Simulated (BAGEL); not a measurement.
# HF/cc-pVDZ (density fitting with qzvpp-jkfit) run of BPNH4Cl (SMILES NB(P)Cl)

Aim: the vertical ionisation energy of BPNH4Cl at HF/cc-pVDZ (density fitting with qzvpp-jkfit), from 2 runs. 

The calculation is run with BAGEL 1.2.2.

### 1 The structure to begin with

BPNH4Cl has 8 atoms, charge 0, and is taken as a singlet. As SMILES, `NB(P)Cl`. The shape is that of a GFN2-xTB optimisation. This is one conformer, not always the lowest.

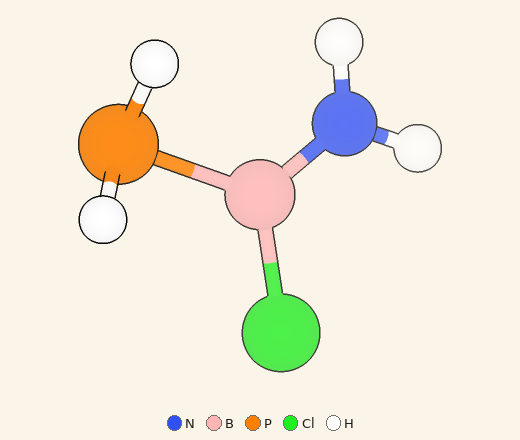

The structure, seen from a chosen angle (nitrogen blue, boron pink, phosphorus orange, chlorine green, hydrogen white).

### 2 The energy at HF/cc-pVDZ (density fitting with qzvpp-jkfit)

input.json reads:

```json
{ "bagel" : [

{
  "title" : "molecule",
  "basis" : "cc-pvdz.json",
  "df_basis" : "qzvpp-jkfit",
  "angstrom" : true,
  "geometry" : [
    { "atom" : "N", "xyz" : [   -0.195810,    1.281380,   -0.285280 ] },
    { "atom" : "B", "xyz" : [   -0.517610,   -0.048610,   -0.083010 ] },
    { "atom" : "P", "xyz" : [    0.532930,   -1.191280,    1.046810 ] },
    { "atom" : "Cl", "xyz" : [   -1.981160,   -0.655140,   -0.789140 ] },
    { "atom" : "H", "xyz" : [    0.620080,    1.723810,    0.104860 ] },
    { "atom" : "H", "xyz" : [   -0.772560,    1.911540,   -0.819640 ] },
    { "atom" : "H", "xyz" : [    1.770760,   -0.737810,    0.624340 ] },
    { "atom" : "H", "xyz" : [    0.543380,   -2.283880,    0.201050 ] }
  ]
},
{
  "title" : "hf"
},
{
  "title" : "print",
  "file" : "orbitals.molden",
  "orbitals" : true
}

]}
```

The basis set cc-pVDZ is read from a file made from the Basis Set Exchange's data (not shown).

Started as:

```console
BAGEL_NUM_THREADS=1 BAGEL input.json > input.out
```

The log of the run:

```text
* using 1 threads per process

  ===============================================================
  ===============================================================

  *** Geometry ***

  { "atom" : "N", "xyz" : [     -0.370027,      2.421457,     -0.539101 ] },
  { "atom" : "B", "xyz" : [     -0.978141,     -0.091860,     -0.156866 ] },
  { "atom" : "P", "xyz" : [      1.007092,     -2.251193,      1.978184 ] },
  { "atom" : "Cl", "xyz" : [     -3.743850,     -1.238035,     -1.491258 ] },
  { "atom" : "H", "xyz" : [      1.171781,      3.257529,      0.198157 ] },
  { "atom" : "H", "xyz" : [     -1.459927,      3.612287,     -1.548895 ] },
  { "atom" : "H", "xyz" : [      3.346251,     -1.394259,      1.179832 ] },
  { "atom" : "H", "xyz" : [      1.026839,     -4.315908,      0.379929 ] },

  Number of auxiliary basis functions:      480

  Since a DF basis is specified, we compute 2- and 3-index integrals:
    o Being stored without compression. Storage requirement is 0.027 GB

  Number of basis functions:       84
  Number of electrons      :       48

    * METHOD: MOLECULE                             0.24

  *** RHF ***

  === Nuclear Repulsion ===
   187.6013351589

      * DIIS with orbital gradients will be used.

  === RHF iteration (cc-pvdz.json) ===
      0       -881.59481251          0.01631910           0.07
      1       -881.74911024          0.00988846           0.07
      2       -881.80024443          0.00155813           0.07
      3       -881.80259090          0.00030088           0.07
      4       -881.80270162          0.00008824           0.07
      5       -881.80271325          0.00002506           0.07
      6       -881.80271414          0.00000627           0.07
      7       -881.80271420          0.00000204           0.07
      8       -881.80271421          0.00000092           0.07
      9       -881.80271421          0.00000024           0.07
     10       -881.80271421          0.00000008           0.07
     11       -881.80271421          0.00000003           0.06
     12       -881.80271421          0.00000001           0.06
    * SCF iteration converged.

    * Permanent dipole moment:
           (   -0.557077,    -0.935150,     0.263490) a.u.

    * METHOD: HF                                   1.04

    * METHOD: PRINT                                0.02

  ===============================================================
```

It took 1.4 s on 1 thread of Arm Neoverse V1, shared host.

### 3 The doublet cation

job.json reads:

```json
{ "bagel" : [

{
  "title" : "molecule",
  "basis" : "cc-pvdz.json",
  "df_basis" : "qzvpp-jkfit",
  "angstrom" : true,
  "geometry" : [
    { "atom" : "N", "xyz" : [      -0.195810,       1.281380,      -0.285280 ] },
    { "atom" : "B", "xyz" : [      -0.517610,      -0.048610,      -0.083010 ] },
    { "atom" : "P", "xyz" : [       0.532930,      -1.191280,       1.046810 ] },
    { "atom" : "Cl", "xyz" : [      -1.981160,      -0.655140,      -0.789140 ] },
    { "atom" : "H", "xyz" : [       0.620080,       1.723810,       0.104860 ] },
    { "atom" : "H", "xyz" : [      -0.772560,       1.911540,      -0.819640 ] },
    { "atom" : "H", "xyz" : [       1.770760,      -0.737810,       0.624340 ] },
    { "atom" : "H", "xyz" : [       0.543380,      -2.283880,       0.201050 ] }
  ]
},

{ "title" : "uhf", "charge" : 1, "nopen" : 1 },

{ "title" : "print", "file" : "orbitals.molden", "orbitals" : true }

]}
```

The basis set cc-pVDZ is read from a file made from the Basis Set Exchange's data (not shown).

Started as:

```console
BAGEL_NUM_THREADS=1 BAGEL job.json > job.out
```

The log of the run:

```text
* using 1 threads per process

  ===============================================================
  ===============================================================

  *** Geometry ***

  { "atom" : "N", "xyz" : [     -0.370027,      2.421457,     -0.539101 ] },
  { "atom" : "B", "xyz" : [     -0.978141,     -0.091860,     -0.156866 ] },
  { "atom" : "P", "xyz" : [      1.007092,     -2.251193,      1.978184 ] },
  { "atom" : "Cl", "xyz" : [     -3.743850,     -1.238035,     -1.491258 ] },
  { "atom" : "H", "xyz" : [      1.171781,      3.257529,      0.198157 ] },
  { "atom" : "H", "xyz" : [     -1.459927,      3.612287,     -1.548895 ] },
  { "atom" : "H", "xyz" : [      3.346251,     -1.394259,      1.179832 ] },
  { "atom" : "H", "xyz" : [      1.026839,     -4.315908,      0.379929 ] },

  Number of auxiliary basis functions:      480

  Since a DF basis is specified, we compute 2- and 3-index integrals:
    o Being stored without compression. Storage requirement is 0.027 GB

  Number of basis functions:       84
  Number of electrons      :       48

    * METHOD: MOLECULE                             0.24

  *** Open-shell HF ***

  === Nuclear Repulsion ===
   187.6013351589

      * DIIS with orbital gradients will be used.

  === UHF iteration (cc-pvdz.json) ===
      0       -881.22479027          0.03472109           0.13
      1       -881.40922647          0.02313963           0.13
      2       -881.45746345          0.01313034           0.13
      3       -881.48283827          0.00152609           0.13
      4       -881.48379587          0.00046322           0.13
      5       -881.48390948          0.00018642           0.13
      6       -881.48394039          0.00006061           0.13
      7       -881.48394604          0.00002819           0.12
      8       -881.48394795          0.00001567           0.13
      9       -881.48394895          0.00000939           0.13
     10       -881.48394943          0.00000543           0.13
     11       -881.48394965          0.00000345           0.13
     12       -881.48394975          0.00000211           0.13
     13       -881.48394979          0.00000119           0.13
     14       -881.48394980          0.00000063           0.13
     15       -881.48394981          0.00000028           0.13
     16       -881.48394981          0.00000012           0.13
     17       -881.48394981          0.00000006           0.13
     18       -881.48394981          0.00000003           0.13
     19       -881.48394981          0.00000003           0.13
     20       -881.48394981          0.00000002           0.13
     21       -881.48394981          0.00000001           0.13
     22       -881.48394981          0.00000001           0.13
    * SCF iteration converged.

    * S^2 (UHF) is 0.7594

    * Permanent dipole moment:
           (   -2.065699,     0.013953,    -1.255869) a.u.

    * METHOD: UHF                                  3.12

    * METHOD: PRINT                                0.02

  ===============================================================
```

Wall time 3.6 s (1 thread of Arm Neoverse V1, shared host).

### 4 Outcome

At HF/cc-pVDZ (density fitting with qzvpp-jkfit):

| quantity | value |
| --- | --- |
| singlet BPNH4Cl: total energy | -881.80271 Eh |
| singlet BPNH4Cl: dipole moment | 2.85 D |
| singlet BPNH4Cl: HOMO energy | -9.88 eV |
| singlet BPNH4Cl: LUMO energy | 3.98 eV |
| singlet BPNH4Cl: HOMO–LUMO gap | 13.86 eV |
| doublet cation: total energy | -881.48395 Eh |
| doublet cation: ⟨S²⟩ | 0.759 |
| vertical ionisation energy (to the doublet cation) | 8.674 eV |

What this shows: The vertical ionisation energy comes to 8.67 eV (200 kcal/mol). −ε(HOMO) before ionisation, 9.88 eV, is 1.20 eV above this ionisation energy.
